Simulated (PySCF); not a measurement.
# ZrO₂: singlet, from a side-on start

Aim: relax ZrO₂ as a singlet from a side-on start, check by its vibrations whether the end is a minimum, and collect its spectrum and constants.

Computed with PySCF 2.14.0. Level: PBE0, basis Zr def2-TZVP with ECP28, O def2-TZVP, scalar-relativistic core potentials, no spin–orbit coupling, density fitting.

## 1. The system as given

3 atoms, charge 0, spin multiplicity 1.

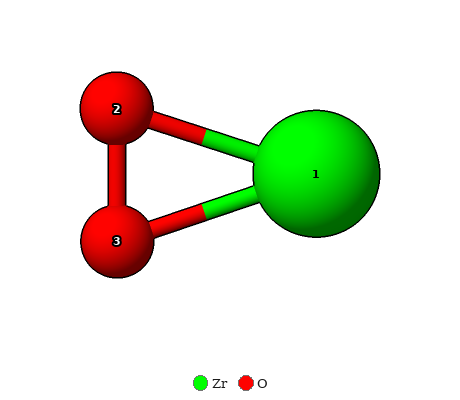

Start geometry, drawn with zirconium green, oxygen red; atoms are numbered from 1 in the order of the file.

```xyz
3
charge 0 multiplicity 1
Zr    0.0000    0.0000    0.0000
O     0.7000    0.0000    2.0998
O    -0.7000    0.0000    2.0998
```

## 2. The SCF at the typed geometry

One driver script runs all steps and calls PySCF; scf.py shows how it sets up the SCF of each step. The optimiser is the driver's own. After this first run the driver tries any further starts and a stability analysis.

scf.py

```python
from pyscf import gto, scf, dft
mol = gto.M(atom='''
Zr     0.000000     0.000000     0.000000
O      0.700000     0.000000     2.099800
O     -0.700000     0.000000     2.099800''',
    basis={'Zr': 'def2-TZVP', 'O': 'def2-TZVP'},
    ecp={'Zr': 'def2-TZVP'},
    charge=0, spin=0)
mf = dft.RKS(mol, xc='PBE0')
mf.grids.atom_grid = (50, 194)
aux = {'Zr': 'def2-universal-JKFIT', 'O': 'def2-universal-JKFIT'}
mf = mf.density_fit(auxbasis=aux)
mf.conv_tol = 1e-08
mf.diis_space = 10
mf.max_cycle = 60
mf.init_guess = 'minao'
mf.verbose = 4
mf.kernel()
```

On the command line:

```console
$ OMP_NUM_THREADS=2 python axn.py task.json out
```

The program printed, shortened:

```text
[... the frontier levels of the middle cycles are left out ...]
init E= -191.882208500133
  HOMO = -0.444383311679205  LUMO = -0.435014282610078  gap/eV = 0.25494
cycle= 1 E= -196.822042824864  delta_E= -4.94  |g|= 1.14  |ddm|= 4.54
  HOMO = -0.0261176824241716  LUMO = 0.0273982441698557  gap/eV = 1.45624
cycle= 2 E= -196.4590594064  delta_E= 0.363  |g|= 1.46  |ddm|=  3.4
  HOMO = -0.166363608602198  LUMO = -0.146178764730969  gap/eV = 0.54926
cycle= 3 E= -196.947967979562  delta_E= -0.489  |g|= 1.08  |ddm|= 3.18
cycle= 4 E= -197.201370570546  delta_E= -0.253  |g|= 0.159  |ddm|= 0.67
cycle= 5 E= -197.210439242592  delta_E= -0.00907  |g|= 0.12  |ddm|= 0.519
cycle= 6 E= -197.213920808898  delta_E= -0.00348  |g|= 0.0591  |ddm|= 0.166
cycle= 7 E= -197.215447996387  delta_E= -0.00153  |g|= 0.0393  |ddm|= 0.142
cycle= 8 E= -197.218431874631  delta_E= -0.00298  |g|= 0.0122  |ddm|= 0.361
cycle= 9 E= -197.219293213845  delta_E= -0.000861  |g|= 0.0116  |ddm|= 0.116
cycle= 10 E= -197.221171077376  delta_E= -0.00188  |g|= 0.00841  |ddm|= 0.344
cycle= 11 E= -197.22133238669  delta_E= -0.000161  |g|= 0.0146  |ddm|= 0.0775
cycle= 12 E= -197.221520518068  delta_E= -0.000188  |g|= 0.00877  |ddm|=  0.2
cycle= 13 E= -197.221557180404  delta_E= -3.67e-05  |g|= 0.00467  |ddm|= 0.0964
cycle= 14 E= -197.221577436051  delta_E= -2.03e-05  |g|= 0.00156  |ddm|= 0.0306
cycle= 15 E= -197.221579092464  delta_E= -1.66e-06  |g|= 0.000351  |ddm|= 0.0084
cycle= 16 E= -197.221579163536  delta_E= -7.11e-08  |g|= 4.98e-05  |ddm|= 0.00159
cycle= 17 E= -197.221579165825  delta_E= -2.29e-09  |g|= 1.24e-05  |ddm|= 0.000432
  HOMO = -0.205702951118958  LUMO = -0.126207296009367  gap/eV = 2.16319
Extra cycle  E= -197.221579165374  delta_E= 4.51e-10  |g|= 4.35e-05  |ddm|= 5.95e-05
converged SCF energy = -197.221579165374
```

This step, with its further starts and checks, ran for 7.1 s (2 threads of Arm Neoverse V1, shared host).

The starts that the driver tried:

```tsv
start	energy (Eh)
the minimal-basis guess	-197.221579
a thermally smeared density	-197.221579
a smeared PBE density	-197.221579
```

No lower closed-shell solution turned up from the other starts or in the test of internal stability.

## 3. Relaxation: side-on start, singlet

The program finds C2v symmetry in the start, which this walk keeps. The walk stops when the largest gradient is under 0.0003 Eh/bohr and the energy has settled too.

scf.py: that of step 2 with these lines changed.

```diff
@@ -3,3 +3,3 @@
-Zr     0.000000     0.000000     0.000000
-O      0.700000     0.000000     2.099800
-O     -0.700000     0.000000     2.099800''',
+Zr     0.000000     0.000000    -0.551069
+O      0.700000     0.000000     1.548731
+O     -0.700000     0.000000     1.548731''',
@@ -16 +15,0 @@
-mf.init_guess = 'minao'
```

The optimiser's trace:

```tsv
step	energy (Eh)	change (kJ/mol)	largest symmetric gradient (Eh/bohr)
0	-197.221579	0.00	0.13736
1	-197.263884	-111.07	0.09769
2	-197.279489	-152.04	0.03847
3	-197.281216	-156.58	0.02189
4	-197.281681	-157.80	0.00247
5	-197.281687	-157.81	0.00013
6	-197.281687	-157.81	0.00001
```

The walk took 14 s.

Positions (Å) and forces (eV/Å) along the way:

```
step 0
Zr   0.000   0.000  -0.551   0.000   0.000   7.064
O    0.700   0.000   1.549  -0.812   0.000  -3.532
O   -0.700   0.000   1.549   0.812   0.000  -3.532
step 1
Zr   0.000   0.000  -0.429   0.000   0.000   5.024
O    0.702   0.000   1.488   0.032   0.000  -2.512
O   -0.702   0.000   1.488  -0.032   0.000  -2.512
step 3
Zr   0.000   0.000  -0.299   0.000   0.000  -1.126
O    0.726   0.000   1.423   0.222   0.000   0.563
O   -0.726   0.000   1.423  -0.222   0.000   0.563
step 6
Zr   0.000   0.000  -0.315   0.000   0.000   0.001
O    0.726   0.000   1.431   0.000   0.000   0.000
O   -0.726   0.000   1.431   0.000   0.000   0.000
```

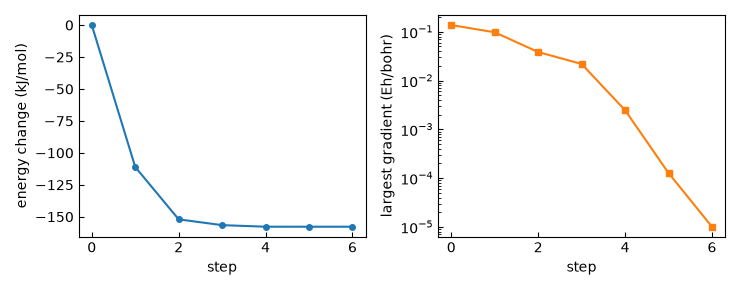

How energy and gradient fall.

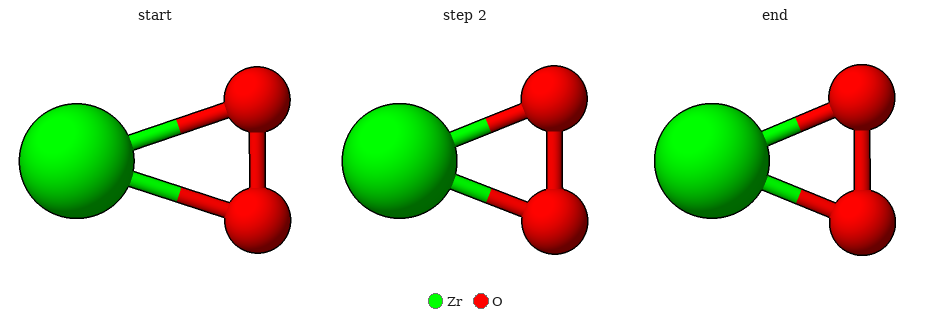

Start and end of the relaxation, with a step between.

It settles in C2v symmetry, 157.8 kJ/mol below the start, after 6 steps: O–O 1.452 Å, Zr–O 1.891 Å (×2); O–O–Zr 67.4° (×2), O–Zr–O 45.2°.

## 4. Is it a minimum? Harmonic modes

The point is checked on the finer grid, and tightened if its gradient asks for it. The Hessian and the dipole derivatives come from central differences of analytic gradients, with steps of 0.02 bohr.

scf.py: that of step 3 with these lines changed.

```diff
@@ -3,3 +3,3 @@
-Zr     0.000000     0.000000    -0.551069
-O      0.700000     0.000000     1.548731
-O     -0.700000     0.000000     1.548731''',
+Zr     0.000000     0.000000    -0.458129
+O      0.726151     0.000000     1.287578
+O     -0.726151     0.000000     1.287578''',
@@ -10 +10 @@
-mf.grids.atom_grid = (50, 194)
+mf.grids.atom_grid = (75, 302)
@@ -13 +13 @@
-mf.conv_tol = 1e-08
+mf.conv_tol = 1e-10
```

This SCF starts from the last density.

SCF at the final geometry:

```text
init E= -197.281663441732
  HOMO = -0.187748420297716  LUMO = -0.10277635925872  gap/eV = 2.31221
cycle= 1 E= -197.281663441612  delta_E= 1.2e-10  |g|= 2.69e-05  |ddm|= 2.55e-05
  HOMO = -0.187750843248541  LUMO = -0.10277990472363  gap/eV = 2.31218
cycle= 2 E= -197.281663440654  delta_E= 9.58e-10  |g|= 7.35e-05  |ddm|= 6.01e-05
  HOMO = -0.187749035939248  LUMO = -0.102777392752246  gap/eV = 2.31220
cycle= 3 E= -197.281663441765  delta_E= -1.11e-09  |g|= 1.17e-06  |ddm|= 4.34e-05
  HOMO = -0.187749021333172  LUMO = -0.102777395353312  gap/eV = 2.31220
cycle= 4 E= -197.281663441765  delta_E= 2.84e-13  |g|= 6.32e-07  |ddm|= 2.17e-06
  HOMO = -0.187748930594065  LUMO = -0.102777334511577  gap/eV = 2.31219
Extra cycle  E= -197.281663441766  delta_E= -8.53e-13  |g|= 1.1e-06  |ddm|= 4.86e-06
converged SCF energy = -197.281663441766
```

The whole step took 23 s.

Geometry: C2v; O–O 1.452 Å, Zr–O 1.891 Å (×2); O–O–Zr 67.4° (×2), O–Zr–O 45.2°.

Modes, for the most abundant isotopes:

```
symmetry  ω (cm⁻¹)  IR (km/mol)  μ (u)
      b2       643          3.2  16.68
      a1       663         53.3  19.43
      a1       971         74.2  16.64
```

Every mode is real; the point is a minimum.

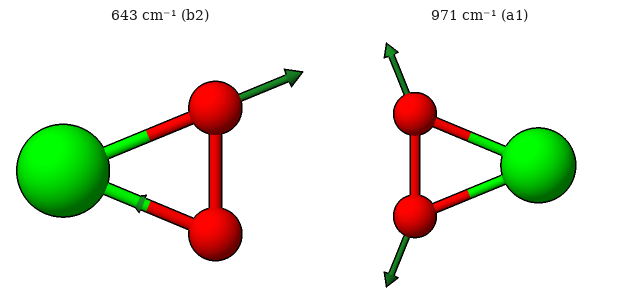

Displacements of 2 of the modes, as arrows (one member where a mode is degenerate).

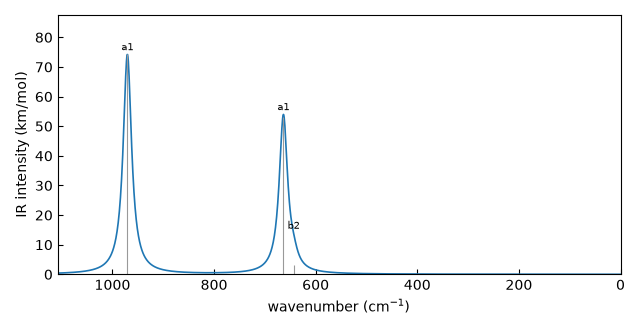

The harmonic infrared spectrum (widths in cm⁻¹). Lines are broadened to a width of 20 cm⁻¹ (Lorentzian).

Properties at this point:

```yaml
Dipole_moment: 2.93 D
Highest_occupied_level: -5.11 eV
Lowest_empty_level: -2.80 eV
Rotational_constants: 0.9994, 0.2344, 0.1899 cm⁻¹
Zero-point_energy: 13.6 kJ/mol
Principal_polarisabilities: 105.3, 106.3, 115.0 bohr³
Atomisation_energy_without_zero-point_energy: 951 kJ/mol
Principal_traceless_quadrupole_moments_about_the_centre_of_mass: -3.20, -1.08, 4.29 D Å
Entropy_at_298.15_K_and_1_bar: 263.2 J/(mol K)
Heat_capacity_Cp_at_298.15_K: 42.7 J/(mol K)
Enthalpy_at_298.15_K_above_0_K: 10.72 kJ/mol
Rotational_symmetry_number: 2
```

Charges (e) and bond orders:

| atom | Mulliken | Löwdin | polar tensor | Mayer order to Zr1 |
| --- | --- | --- | --- | --- |
| Zr1 | 0.58 | 0.27 | 0.78 | – |
| O2,3 | -0.29 | -0.14 | -0.39 | 1.18 |

Mulliken populations on Zr1 (outside its core potential): s 3.46, p 6.19, d 1.70, f 0.08.

## 5. The broken-symmetry singlet

A stability analysis found the closed shell of the lowest minimum unstable towards spin polarisation, so the unrestricted solution is followed.

The program finds C2v symmetry in the start, which may break. Threshold on the gradient: 0.0003 Eh/bohr, with a further test on the energy change.

scf.py: that of step 4 with these lines changed.

```diff
@@ -3,3 +3,3 @@
-Zr     0.000000     0.000000    -0.458129
-O      0.726151     0.000000     1.287578
-O     -0.726151     0.000000     1.287578''',
+Zr     0.000000     0.000000    -0.458141
+O      0.726151     0.000000     1.287566
+O     -0.726151     0.000000     1.287566''',
@@ -9,2 +9,2 @@
-mf = dft.RKS(mol, xc='PBE0')
-mf.grids.atom_grid = (75, 302)
+mf = dft.UKS(mol, xc='PBE0')
+mf.grids.atom_grid = (50, 194)
@@ -13 +13 @@
-mf.conv_tol = 1e-10
+mf.conv_tol = 1e-08
```

Steps of the walk:

```tsv
step	energy (Eh)	change (kJ/mol)	largest gradient (Eh/bohr)
0	-197.286816	0.00	0.01402
1	-197.287043	-0.59	0.00323
2	-197.287055	-0.63	0.00011
3	-197.287055	-0.63	0.00001
```

The walk took 8.8 s.

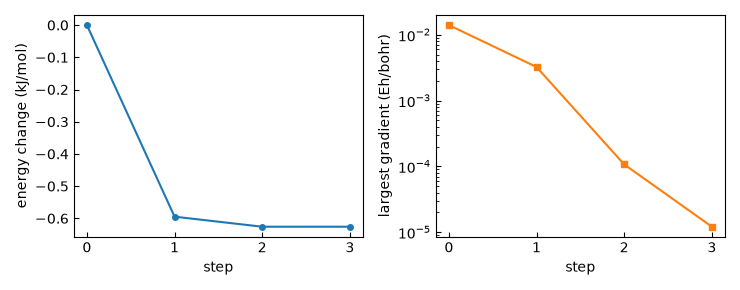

How energy and gradient fall.

After 3 steps and 0.6 kJ/mol it ends at C2v: O–O 1.445 Å, Zr–O 1.906 Å (×2); O–O–Zr 67.7° (×2), O–Zr–O 44.6°.

## 6. Hessian and properties

As before: finer grid, then central differences.

scf.py: that of step 5 with these lines changed.

```diff
@@ -3,3 +3,3 @@
-Zr     0.000000     0.000000    -0.458141
-O      0.726151     0.000000     1.287566
-O     -0.726151     0.000000     1.287566''',
+Zr     0.000000    -0.000000    -0.462751
+O      0.722555    -0.000000     1.300621
+O     -0.722555     0.000000     1.300621''',
@@ -10 +10 @@
-mf.grids.atom_grid = (50, 194)
+mf.grids.atom_grid = (75, 302)
@@ -13 +13 @@
-mf.conv_tol = 1e-08
+mf.conv_tol = 1e-10
```

Log of the central SCF (cycles and frontier levels):

```text
init E= -197.287026993727
[... the frontier-level lines of each cycle are left out ...]
cycle= 1 E= -197.287026993699  delta_E= 2.88e-11  |g|= 1.12e-05  |ddm|= 1.54e-05
cycle= 2 E= -197.28702699336  delta_E= 3.39e-10  |g|= 3.02e-05  |ddm|= 2.77e-05
cycle= 3 E= -197.287026993769  delta_E= -4.09e-10  |g|= 8.75e-07  |ddm|= 1.94e-05
cycle= 4 E= -197.28702699379  delta_E= -2.08e-11  |g|= 9.81e-07  |ddm|= 3.06e-05
Extra cycle  E= -197.287026993788  delta_E= 1.93e-12  |g|= 2.52e-06  |ddm|= 2.69e-06
converged SCF energy = -197.287026993788  <S^2> = 0.67181519  2S+1 = 1.9202241
```

The whole step ran for 39 s (2 threads of Arm Neoverse V1, shared host).

Geometry: C2v; O–O 1.445 Å, Zr–O 1.906 Å (×2); O–O–Zr 67.7° (×2), O–Zr–O 44.6°.

Harmonic modes (main isotopes):

| symmetry | ω (cm⁻¹) | IR (km/mol) |
| --- | --- | --- |
| b2 | 598 | 0.1 |
| a1 | 660 | 128 |
| a1 | 977 | 73.3 |

No imaginary mode, so this is a minimum.

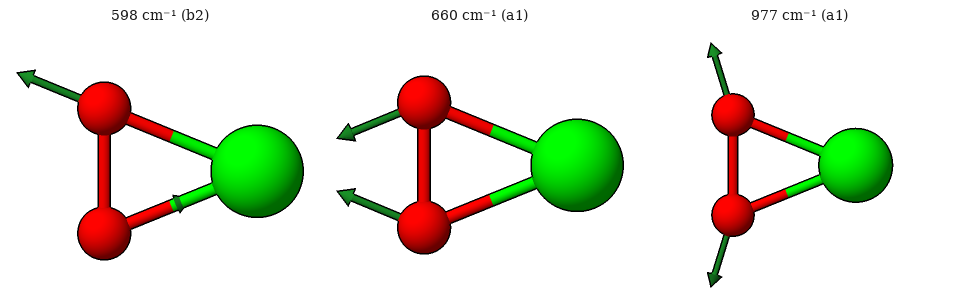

How the atoms move in 3 of the modes.

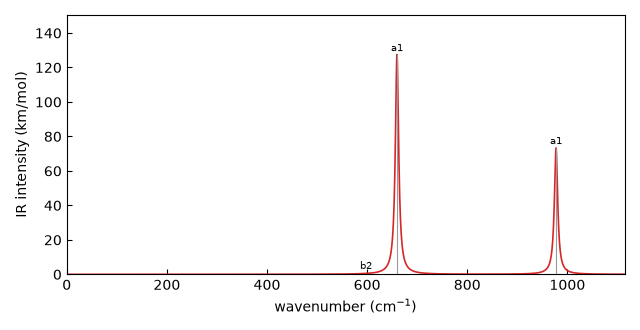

The harmonic infrared spectrum (widths in cm⁻¹). Lines are broadened to a width of 8 cm⁻¹ (Lorentzian).

Properties at this point:

| Item | Value |
| --- | --- |
| Dipole moment | 3.65 D |
| Highest occupied level | -4.98 eV |
| Lowest empty level | -2.38 eV |
| Rotational constants | 1.009, 0.2298, 0.1872 cm⁻¹ |
| Zero-point energy | 13.4 kJ/mol |
| Principal polarisabilities | 104.0, 121.5, 123.6 bohr³ |
| Atomisation energy without zero-point energy | 966 kJ/mol |
| Principal traceless quadrupole moments about the centre of mass | -1.53, 0.10, 1.43 D Å |
| Entropy at 298.15 K and 1 bar | 263.6 J/(mol K) |
| Heat capacity Cp at 298.15 K | 43.1 J/(mol K) |
| Enthalpy at 298.15 K above 0 K | 10.79 kJ/mol |
| Rotational symmetry number | 2 |
| Spin squared ⟨S²⟩ | 0.672 |

Populations by atom (charges in e):

```csv
atom,Mulliken,Löwdin,polar tensor,spin (Mulliken),Mayer order to Zr1
Zr1,0.61,0.31,0.97,0.00,–
"O2,3",-0.30,-0.15,-0.48,0.00,1.14
```

Mulliken populations on Zr1 (outside its core potential): s 3.21, p 6.19, d 1.92, f 0.07.

## 7. All stationary points

| spin | group | bonds | imaginary modes (cm⁻¹) | ΔE (kJ/mol) | with zero-point energy |
| --- | --- | --- | --- | --- | --- |
| broken-symmetry (Ms = 0) | C2v | O–O 1.445 Å, Zr–O 1.906 Å (×2) | none | 0.0 | 0.0 |
| singlet | C2v | O–O 1.452 Å, Zr–O 1.891 Å (×2) | none | 14.1 | 14.3 |

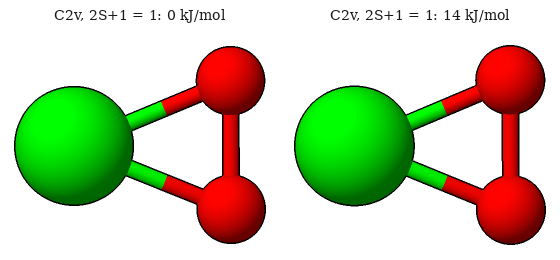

The points, lowest first (zirconium green, oxygen red).

## 8. Results

```
                                          quantity                                                            value
                                           minimum                                    broken-symmetry (Ms = 0), C2v
                                          geometry  O–O 1.445 Å, Zr–O 1.906 Å (×2); O–O–Zr 67.7° (×2), O–Zr–O 44.6°
                                wavenumbers (cm⁻¹)                                     598 (b2), 660 (a1), 977 (a1)
                                     dipole moment                                                           3.65 D
highest occupied, lowest empty level (either spin)                                                  -4.98, -2.38 eV
                        polar-tensor charge of Zr1                                                          +0.97 e
                                 zero-point energy                                                      13.4 kJ/mol
                               entropy at 298.15 K                                                  263.6 J/(mol K)
         atomisation energy (no zero-point energy)                                                       966 kJ/mol
                                              ⟨S²⟩                                                            0.672
```

The side-on start keeps its C2v symmetry and ends in a minimum. The determinant is spin-contaminated (⟨S²⟩ = 0.67 against 0.00), so it is no pure spin state. The strongest infrared band lies at 660 cm⁻¹ (a1). Other starts or spin states, not run here, may lie lower.

The search up to here took 96 s.
